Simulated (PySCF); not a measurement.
System: C$_{4}$H$_{11}$BrSi (SMILES C[SiH](C)CCBr).

Input

```
{"job": {"kind": "uv", "xc": "PBE0", "basis": "def2-SVPD", "nstates": 8, "ntriplets": 3}, "charge": 0, "multiplicity": 1}
C     -0.608137     1.548598     0.804141
Si    -0.607265     0.133056    -0.467190
C     -2.098990    -1.006596    -0.182153
C      0.980598    -0.915608    -0.213601
C      2.223896    -0.083419     0.003658
Br     2.549789     1.135153    -1.488365
H     -1.575276     2.040596     0.833226
H     -0.395440     1.189033     1.808413
H      0.131012     2.305313     0.557767
H     -0.631135     0.658448    -1.839553
H     -2.109431    -1.831671    -0.886962
H     -3.024303    -0.455030    -0.310029
H     -2.105522    -1.427945     0.818688
H      0.872360    -1.567859     0.656408
H      1.131844    -1.569465    -1.074024
H      3.125308    -0.692102     0.086148
H      2.133693     0.551528     0.883518
```

Run with:

```sh
OMP_NUM_THREADS=1 python probes_run.py task.json out
```

Geometry: GFN2-xTB.

Theory: PBE0/def2-SVPD, SCF density, gas phase in PySCF 2.14.0.

Q: What will maps of the electron density and electron localisation function show?

A: C–C (1.51 Å): ρ at the midpoint is about 1.7 e/Å³; the ELF peaks at about 0.95 between the atoms, as expected for a covalent bond.
C–Si (1.92 Å): ρ at the midpoint is about 0.9 e/Å³; the ELF peaks at about 0.95 between the atoms; localised, covalent bonding.
C–H (1.09 Å): ρ is about 2 e/Å³ halfway; the ELF climbs to about 1 towards the hydrogen, as it does in any bond to H; an ordinary covalent bond to hydrogen.

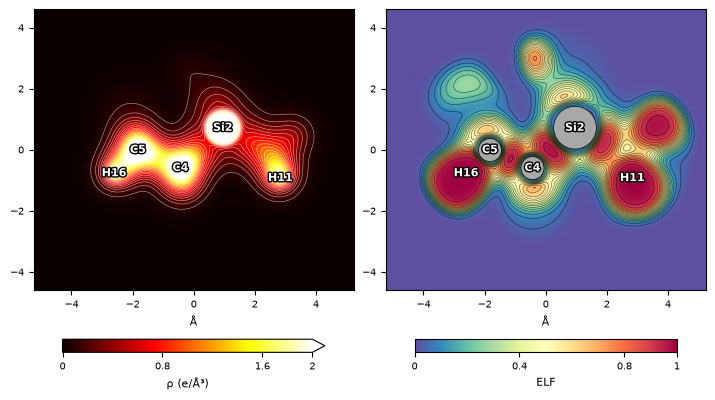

Computed electron density and electron localisation function on the plane of atoms Si2, C4 and C5, in this order. Grey discs cover the atomic cores in the ELF map. 
